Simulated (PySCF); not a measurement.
Si(GeH3)2(OMe)2, SMILES CO[Si]([GeH3])([GeH3])OC (C₂H₁₂Ge₂O₂Si) at its GFN2-xTB optimised geometry (Å):

```
19

C      0.9284     0.7634     3.6495
O     -0.0478     0.0687     2.9353
Si     0.2911    -0.9723     1.7303
Ge     1.4936    -2.8023     2.5005
Ge     1.3015     0.2598     0.0000
O     -1.0992    -1.6396     1.2560
C     -2.1277    -0.9793     0.5819
H      0.4307     1.3692     4.4059
H      1.5044     1.4144     2.9829
H      1.6164     0.0649     4.1375
H      2.8868    -2.8661     1.9392
H      1.7516    -2.7870     3.9812
H      0.9477    -4.1694     2.2469
H      0.9778     1.7313     0.0000
H      0.9683    -0.1527    -1.4041
H      2.8036     0.2598     0.0000
H     -2.8036    -1.7313     0.1750
H     -2.6749    -0.3279     1.2650
H     -1.7237    -0.3744    -0.2370
```

Level of theory: CAM-B3LYP/def2-SVP in PySCF. Cells within 0.4 Å of a nucleus heavier than hydrogen are left out (blank, or x).

Map of the HOMO−1 amplitude (bohr^(-3/2)) on the plane z = 0.6 Å; orbital energy -9.79 eV, overall sign arbitrary:

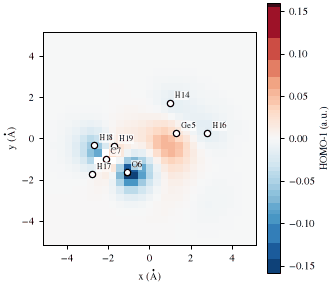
HOMO−1 amplitude (bohr^(-3/2)) on the plane z = 0.6 Å.
